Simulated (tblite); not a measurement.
**Run report: C5H12AlFS2, geometry relaxation (part 4 of 4)**

C5H12AlFS2; GFN2-xTB geometry optimisation, gas phase (tblite 0.8.0). It belongs to a series of runs on one base structure; here: S inserted into a C-C bond.

Geometry of the input (Å):
```
C  -2.8194  -1.4183  -0.2423
S  -1.7528  -0.0129  -0.3007
C  -2.6028  1.5188  -0.0272
Al -0.0653  -0.2525  1.1296
C  1.6048  0.4000  0.3128
C  2.4449  -0.6471  -0.4021
C  3.6116  0.3333  -0.2558
F  3.4613  1.4550  -1.0356
S  3.0167  0.5979  1.4523
H  -2.8182  -1.8825  -1.2337
H  -2.4587  -2.1366  0.5228
H  -3.8538  -1.1157  0.0386
H  -3.4696  1.6142  -0.7264
H  -3.0426  1.5890  0.9864
H  -1.8540  2.3357  -0.1855
H  0.1266  -1.7814  1.5515
H  -0.3371  0.6612  2.4290
H  1.4265  1.2818  -0.3388
H  2.5806  -1.5568  0.2396
H  2.1829  -0.8543  -1.4351
H  4.6094  -0.1117  -0.3254
```

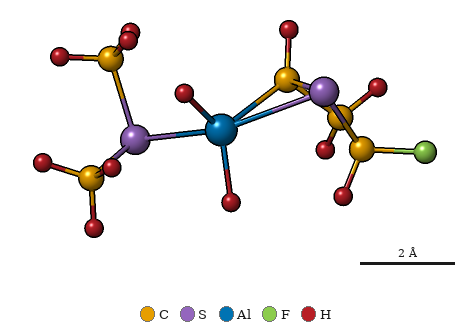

Fig. 1: The geometry at step 169 of the log (ball-and-stick view, seen at a tilt).

## Trajectory as extended XYZ, continued
```
21
Properties=species:S:1:pos:R:3:forces:R:3 step=144 energy=-792.22531
C    -2.6369   -1.4348    0.6011   -0.0160   0.0020   0.0160
S    -1.8480   -0.4746   -0.7097    0.0150   0.0060   0.0000
C    -2.4801    1.1839   -0.3382   -0.0060  -0.0090  -0.0120
Al    0.0957   -0.2245    0.7512    0.0050   0.0120   0.0150
C     1.3708    1.0010   -0.2293   -0.0150  -0.0160   0.0000
C     2.5303    0.3413   -0.9978   -0.0050   0.0210  -0.0050
C     3.0916   -0.3948    0.1999    0.0230  -0.0110   0.0040
F     4.4488   -0.3832    0.2922   -0.0110  -0.0100   0.0140
S     2.2573    0.6853    1.4230    0.0240  -0.0270  -0.0410
H    -2.5926   -2.4793    0.3084    0.0180   0.0190  -0.0080
H    -2.1136   -1.2931    1.5482    0.0180   0.0250  -0.0250
H    -3.6719   -1.1197    0.6853   -0.0170  -0.0210   0.0060
H    -3.5655    1.1545   -0.3261    0.0120  -0.0080   0.0090
H    -2.0852    1.5249    0.6186   -0.0070   0.0160   0.0210
H    -2.1397    1.8370   -1.1352    0.0140   0.0020  -0.0240
H     0.4079   -1.7567    0.7792    0.0080  -0.0040  -0.0070
H    -0.6601    0.4395    1.9533   -0.0160  -0.0100   0.0090
H     1.3208    2.0815   -0.3960   -0.0230   0.0300   0.0060
H     2.2305   -0.3021   -1.8281    0.0050  -0.0230   0.0110
H     3.2673    1.0658   -1.3528   -0.0280   0.0020   0.0080
H     2.7639   -1.4349    0.3070    0.0010   0.0050   0.0020
21
Properties=species:S:1:pos:R:3:forces:R:3 step=149 energy=-792.22711
C    -2.6203   -1.4315    0.5976    0.0020  -0.0040  -0.0080
S    -1.8315   -0.4715   -0.7126   -0.0040  -0.0040  -0.0050
C    -2.4685    1.1845   -0.3446    0.0050   0.0070   0.0080
Al    0.0966   -0.2206    0.7673   -0.0020  -0.0110  -0.0090
C     1.3618    1.0081   -0.2198    0.0010   0.0060   0.0000
C     2.5133    0.3428   -0.9964   -0.0070   0.0000  -0.0010
C     3.0769   -0.3988    0.1973   -0.0130   0.0020   0.0000
F     4.4328   -0.4083    0.2856    0.0270   0.0080  -0.0050
S     2.2618    0.6883    1.4241    0.0000   0.0070   0.0110
H    -2.5644   -2.4748    0.3054    0.0160  -0.0140   0.0020
H    -2.0951   -1.2811    1.5416   -0.0020   0.0090   0.0090
H    -3.6591   -1.1292    0.6814   -0.0060  -0.0010  -0.0020
H    -3.5526    1.1447   -0.3150   -0.0110   0.0050  -0.0060
H    -2.0658    1.5368    0.6056    0.0040   0.0120   0.0020
H    -2.1442    1.8327   -1.1526    0.0050   0.0060  -0.0090
H     0.4179   -1.7526    0.7763   -0.0080   0.0030   0.0100
H    -0.6703    0.4275    1.9716    0.0060  -0.0030   0.0030
H     1.3141    2.0898   -0.3853   -0.0120  -0.0020   0.0040
H     2.2072   -0.3031   -1.8225   -0.0070  -0.0020  -0.0020
H     3.2476    1.0661   -1.3567    0.0040   0.0020   0.0010
H     2.7330   -1.4327    0.3061    0.0030  -0.0260  -0.0030
21
Properties=species:S:1:pos:R:3:forces:R:3 step=154 energy=-792.22781
C    -2.6180   -1.4321    0.5918   -0.0020   0.0080   0.0130
S    -1.8324   -0.4674   -0.7163   -0.0060   0.0080   0.0030
C    -2.4593    1.1913   -0.3379    0.0010   0.0000  -0.0200
Al    0.0919   -0.2264    0.7656    0.0000   0.0130   0.0120
C     1.3529    1.0038   -0.2235   -0.0060  -0.0120   0.0050
C     2.5038    0.3340   -0.9983   -0.0110   0.0030   0.0120
C     3.0760   -0.3937    0.1999    0.0150  -0.0110   0.0100
F     4.4334   -0.3843    0.2877   -0.0030   0.0020  -0.0130
S     2.2524    0.6916    1.4222    0.0070   0.0000   0.0000
H    -2.5413   -2.4771    0.3085    0.0040   0.0150   0.0060
H    -2.1045   -1.2640    1.5397   -0.0020  -0.0070  -0.0020
H    -3.6618   -1.1433    0.6652   -0.0050  -0.0190  -0.0110
H    -3.5440    1.1583   -0.3142   -0.0060   0.0080  -0.0040
H    -2.0593    1.5404    0.6147    0.0100  -0.0140   0.0040
H    -2.1257    1.8399   -1.1420   -0.0080   0.0060  -0.0070
H     0.4171   -1.7546    0.7780   -0.0020  -0.0250  -0.0010
H    -0.6712    0.4167    1.9755    0.0040   0.0030   0.0000
H     1.3027    2.0849   -0.3911    0.0040   0.0000  -0.0090
H     2.1975   -0.3237   -1.8154   -0.0150   0.0100   0.0030
H     3.2332    1.0555   -1.3699    0.0150   0.0120  -0.0060
H     2.7477   -1.4328    0.3140    0.0050   0.0000   0.0030
21
Properties=species:S:1:pos:R:3:forces:R:3 step=159 energy=-792.22843
C    -2.6168   -1.4295    0.5870    0.0000   0.0020  -0.0020
S    -1.8326   -0.4624   -0.7194    0.0020   0.0000  -0.0060
C    -2.4530    1.1976   -0.3367   -0.0090  -0.0010   0.0020
Al    0.0909   -0.2332    0.7710    0.0060  -0.0030   0.0020
C     1.3455    0.9999   -0.2213    0.0070   0.0050   0.0030
C     2.4932    0.3266   -0.9968    0.0030   0.0060  -0.0090
C     3.0785   -0.3894    0.2027   -0.0070   0.0040  -0.0090
F     4.4363   -0.3661    0.2796   -0.0040  -0.0020  -0.0010
S     2.2518    0.6979    1.4219    0.0100  -0.0060   0.0030
H    -2.5201   -2.4744    0.3109    0.0010  -0.0030  -0.0030
H    -2.1124   -1.2497    1.5371   -0.0120   0.0030   0.0170
H    -3.6660   -1.1587    0.6479   -0.0040  -0.0070   0.0000
H    -3.5383    1.1734   -0.3153    0.0040  -0.0090  -0.0010
H    -2.0524    1.5364    0.6198    0.0040   0.0040  -0.0110
H    -2.1149    1.8484   -1.1374    0.0030   0.0030   0.0030
H     0.4173   -1.7639    0.7781   -0.0060   0.0080  -0.0010
H    -0.6677    0.4070    1.9850   -0.0020   0.0020  -0.0010
H     1.2941    2.0795   -0.3982    0.0010  -0.0010   0.0050
H     2.1786   -0.3376   -1.8053    0.0010  -0.0050  -0.0030
H     3.2190    1.0457   -1.3828   -0.0080  -0.0020   0.0080
H     2.7603   -1.4304    0.3261    0.0090   0.0000   0.0030
21
Properties=species:S:1:pos:R:3:forces:R:3 step=164 energy=-792.22861
C    -2.6160   -1.4288    0.5871   -0.0020  -0.0030  -0.0010
S    -1.8314   -0.4614   -0.7195    0.0010  -0.0020   0.0060
C    -2.4516    1.1990   -0.3383    0.0100   0.0020   0.0030
Al    0.0912   -0.2335    0.7732   -0.0030   0.0020   0.0030
C     1.3449    1.0003   -0.2191   -0.0050   0.0010   0.0000
C     2.4900    0.3260   -0.9974    0.0040  -0.0090   0.0060
C     3.0776   -0.3891    0.2014    0.0110  -0.0050   0.0020
F     4.4356   -0.3641    0.2760    0.0030   0.0000  -0.0040
S     2.2536    0.6971    1.4228    0.0000   0.0000  -0.0020
H    -2.5119   -2.4731    0.3110    0.0020  -0.0030   0.0070
H    -2.1178   -1.2458    1.5404   -0.0080   0.0030  -0.0040
H    -3.6675   -1.1658    0.6444    0.0000   0.0010  -0.0090
H    -3.5365    1.1727   -0.3163    0.0010   0.0040   0.0020
H    -2.0487    1.5382    0.6171   -0.0070   0.0020  -0.0010
H    -2.1129    1.8512   -1.1378   -0.0070  -0.0100  -0.0010
H     0.4136   -1.7644    0.7780    0.0030   0.0030  -0.0010
H    -0.6675    0.4049    1.9882    0.0000   0.0040  -0.0040
H     1.2933    2.0799   -0.3961    0.0050   0.0010   0.0060
H     2.1748   -0.3400   -1.8044   -0.0040   0.0070   0.0000
H     3.2155    1.0445   -1.3841   -0.0020   0.0020  -0.0020
H     2.7627   -1.4309    0.3275   -0.0010   0.0000  -0.0060
21
Properties=species:S:1:pos:R:3:forces:R:3 step=169 energy=-792.22900
C    -2.6153   -1.4321    0.5865    0.0000   0.0090  -0.0070
S    -1.8254   -0.4610   -0.7151   -0.0040  -0.0020   0.0010
C    -2.4490    1.2005   -0.3431   -0.0200  -0.0110   0.0050
Al    0.0918   -0.2294    0.7825   -0.0040  -0.0030   0.0030
C     1.3461    1.0017   -0.2099    0.0130   0.0070   0.0060
C     2.4861    0.3275   -0.9960    0.0040   0.0330  -0.0060
C     3.0777   -0.3958    0.1961   -0.0100   0.0130  -0.0140
F     4.4359   -0.3735    0.2642   -0.0010  -0.0110  -0.0040
S     2.2626    0.6878    1.4263   -0.0110  -0.0020  -0.0010
H    -2.4973   -2.4758    0.3120   -0.0080   0.0110   0.0170
H    -2.1301   -1.2425    1.5449    0.0050   0.0020  -0.0030
H    -3.6696   -1.1778    0.6333    0.0030  -0.0060  -0.0180
H    -3.5337    1.1697   -0.3110   -0.0020  -0.0030   0.0020
H    -2.0415    1.5510    0.6058    0.0090   0.0040   0.0030
H    -2.1232    1.8462   -1.1528    0.0090  -0.0080   0.0000
H     0.4127   -1.7601    0.7914    0.0030  -0.0040  -0.0010
H    -0.6692    0.4145    1.9912   -0.0040   0.0050   0.0050
H     1.2983    2.0824   -0.3812    0.0020  -0.0040   0.0060
H     2.1643   -0.3280   -1.8086    0.0060  -0.0140   0.0080
H     3.2113    1.0483   -1.3796    0.0030  -0.0050  -0.0050
H     2.7586   -1.4366    0.3172    0.0090  -0.0100   0.0020
21
Properties=species:S:1:pos:R:3:forces:R:3 step=174 energy=-792.22947
C    -2.6168   -1.4330    0.5861    0.0020   0.0020  -0.0010
S    -1.8218   -0.4606   -0.7108   -0.0030  -0.0040  -0.0090
C    -2.4468    1.2017   -0.3453    0.0040   0.0000   0.0010
Al    0.0911   -0.2264    0.7894    0.0000  -0.0020  -0.0020
C     1.3479    1.0053   -0.1998   -0.0060   0.0000  -0.0050
C     2.4808    0.3309   -0.9952    0.0030  -0.0150   0.0020
C     3.0780   -0.3989    0.1904    0.0060  -0.0040   0.0030
F     4.4369   -0.3778    0.2501   -0.0040   0.0070   0.0050
S     2.2673    0.6773    1.4308    0.0090   0.0000   0.0030
H    -2.4775   -2.4769    0.3242    0.0000  -0.0030   0.0000
H    -2.1495   -1.2295    1.5503   -0.0030   0.0150   0.0010
H    -3.6761   -1.1982    0.6111   -0.0010   0.0080  -0.0030
H    -3.5310    1.1706   -0.3076   -0.0070  -0.0040   0.0020
H    -2.0339    1.5628    0.5978    0.0020  -0.0130  -0.0010
H    -2.1239    1.8399   -1.1624   -0.0040  -0.0030   0.0030
H     0.4137   -1.7573    0.7913   -0.0010  -0.0020   0.0080
H    -0.6726    0.4192    1.9965    0.0040  -0.0040   0.0000
H     1.3031    2.0868   -0.3649    0.0070   0.0090   0.0070
H     2.1520   -0.3254   -1.8047    0.0010   0.0040   0.0000
H     3.2067    1.0480   -1.3833    0.0000   0.0050  -0.0050
H     2.7633   -1.4415    0.3100   -0.0070   0.0050  -0.0100
21
Properties=species:S:1:pos:R:3:forces:R:3 step=179 energy=-792.22985
C    -2.6179   -1.4310    0.5859   -0.0060  -0.0010  -0.0010
S    -1.8168   -0.4635   -0.7105    0.0010  -0.0050  -0.0010
C    -2.4475    1.1970   -0.3481    0.0020  -0.0040  -0.0110
Al    0.0932   -0.2250    0.7949    0.0070   0.0010  -0.0010
C     1.3509    1.0094   -0.1929    0.0090  -0.0030   0.0090
C     2.4795    0.3339   -0.9954   -0.0090   0.0160   0.0000
C     3.0785   -0.4024    0.1853   -0.0050   0.0080  -0.0020
F     4.4373   -0.3840    0.2437   -0.0010  -0.0050  -0.0050
S     2.2751    0.6702    1.4335   -0.0080  -0.0080   0.0010
H    -2.4669   -2.4765    0.3356   -0.0010   0.0110   0.0130
H    -2.1667   -1.2122    1.5548   -0.0040   0.0040  -0.0180
H    -3.6793   -1.2029    0.5918    0.0030  -0.0060   0.0080
H    -3.5316    1.1625   -0.3030    0.0070  -0.0080   0.0060
H    -2.0281    1.5637    0.5896   -0.0010  -0.0070   0.0100
H    -2.1329    1.8313   -1.1708    0.0000   0.0160  -0.0070
H     0.4131   -1.7576    0.8000    0.0000   0.0100   0.0030
H    -0.6690    0.4224    2.0023    0.0000  -0.0050  -0.0080
H     1.3123    2.0928   -0.3490   -0.0010  -0.0110  -0.0040
H     2.1445   -0.3182   -1.8057    0.0020   0.0000  -0.0010
H     3.2040    1.0517   -1.3858    0.0000  -0.0090   0.0070
H     2.7593   -1.4445    0.2982    0.0060   0.0050   0.0000
21
Properties=species:S:1:pos:R:3:forces:R:3 step=184 energy=-792.23015
C    -2.6217   -1.4273    0.5841    0.0030   0.0040  -0.0040
S    -1.8139   -0.4649   -0.7121   -0.0040  -0.0010  -0.0010
C    -2.4436    1.1959   -0.3497    0.0000   0.0020   0.0060
Al    0.0949   -0.2273    0.7970   -0.0090  -0.0030   0.0010
C     1.3514    1.0098   -0.1863   -0.0030   0.0020  -0.0070
C     2.4744    0.3344   -0.9953    0.0100  -0.0130   0.0030
C     3.0809   -0.4009    0.1823    0.0020  -0.0050  -0.0020
F     4.4400   -0.3786    0.2344   -0.0040   0.0030  -0.0010
S     2.2780    0.6645    1.4367    0.0020  -0.0010  -0.0030
H    -2.4503   -2.4736    0.3530   -0.0020  -0.0020   0.0010
H    -2.1882   -1.1875    1.5553    0.0030   0.0070   0.0040
H    -3.6863   -1.2158    0.5719   -0.0030  -0.0020   0.0010
H    -3.5276    1.1593   -0.3006    0.0070  -0.0020  -0.0050
H    -2.0241    1.5606    0.5895    0.0020  -0.0050  -0.0090
H    -2.1316    1.8330   -1.1719   -0.0030   0.0000   0.0080
H     0.4140   -1.7590    0.8015    0.0070  -0.0010  -0.0010
H    -0.6685    0.4168    2.0038   -0.0030   0.0040   0.0020
H     1.3154    2.0930   -0.3402   -0.0060   0.0080  -0.0010
H     2.1346   -0.3211   -1.8014    0.0000   0.0100   0.0030
H     3.1970    1.0499   -1.3930   -0.0030  -0.0020   0.0090
H     2.7666   -1.4444    0.2955    0.0020  -0.0020  -0.0030
21
Properties=species:S:1:pos:R:3:forces:R:3 step=189 energy=-792.23027
C    -2.6210   -1.4266    0.5842   -0.0050  -0.0010   0.0050
S    -1.8138   -0.4675   -0.7147    0.0000   0.0010   0.0030
C    -2.4420    1.1935   -0.3507    0.0030   0.0000  -0.0020
Al    0.0932   -0.2259    0.7968    0.0020  -0.0010   0.0000
C     1.3516    1.0111   -0.1849   -0.0020  -0.0020  -0.0010
C     2.4746    0.3361   -0.9947   -0.0030   0.0040  -0.0020
C     3.0796   -0.4037    0.1808   -0.0010  -0.0010  -0.0050
F     4.4388   -0.3828    0.2326   -0.0030  -0.0010   0.0000
S     2.2785    0.6608    1.4371   -0.0050   0.0010   0.0000
H    -2.4483   -2.4741    0.3589    0.0070   0.0060   0.0010
H    -2.1898   -1.1803    1.5551    0.0000  -0.0010  -0.0050
H    -3.6863   -1.2184    0.5695    0.0000   0.0030   0.0000
H    -3.5254    1.1553   -0.2976   -0.0040   0.0020   0.0000
H    -2.0185    1.5584    0.5866    0.0000  -0.0040  -0.0030
H    -2.1346    1.8319   -1.1734    0.0010  -0.0040   0.0010
H     0.4144   -1.7572    0.8042    0.0020   0.0000  -0.0010
H    -0.6706    0.4210    2.0026    0.0010   0.0000   0.0000
H     1.3147    2.0951   -0.3362    0.0030  -0.0060   0.0000
H     2.1338   -0.3149   -1.8038    0.0030   0.0030   0.0010
H     3.1984    1.0523   -1.3890   -0.0010  -0.0030   0.0070
H     2.7640   -1.4471    0.2909    0.0030   0.0020  -0.0010
```

## Results in brief

```tsv
quantity	value
outcome	converged
total energy	−792.2303 eV
hardware	1 CPU thread, shared host
wall time	1.9 s
peak memory	0.18 GiB
```
